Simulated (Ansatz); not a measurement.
The structure below was relaxed with DFT with PBEsol, PAW potentials and a 420 eV plane-wave cutoff in Ansatz (a first-principles code), no SOC, at pressure −1 GPa.

```
TiO2
1.0
    4.59977     0.00000     0.00000
    0.00000     4.59977     0.00000
    0.00000     0.00000     2.94138
Ti O
2 4
Direct
  0.00000   0.00000   0.00000
  0.50000   0.50000   0.50000
  0.30461   0.30461   0.00000
  0.80461   0.19539   0.50000
  0.19539   0.80461   0.50000
  0.69539   0.69539   0.00000
```

Problem. Find the space group and the Wyckoff positions.

Solution. Space group P4₂/mnm (No. 136); a = b = 4.5998 Å, c = 2.9414 Å, α = β = γ = 90.00°

| atom | site | symmetry | x | y | z |
|---|---|---|---|---|---|
| Ti | 2a | m.mm | 0.0000 | 0.0000 | 0.0000 |
| O | 4f | m.2m | 0.3046 | 0.3046 | 0.0000 |

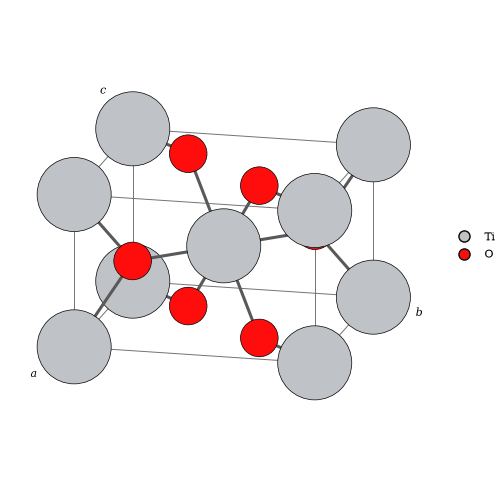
*The conventional cell*

Load acts through the strain it causes; cell and atoms are relaxed under it. No phonon test of stability was made. All final runs are without spin polarisation. The cell was made from TiO₂ in the rutile structure (space group P4_2/mnm, No. 136) by this change: pressure −1 GPa.
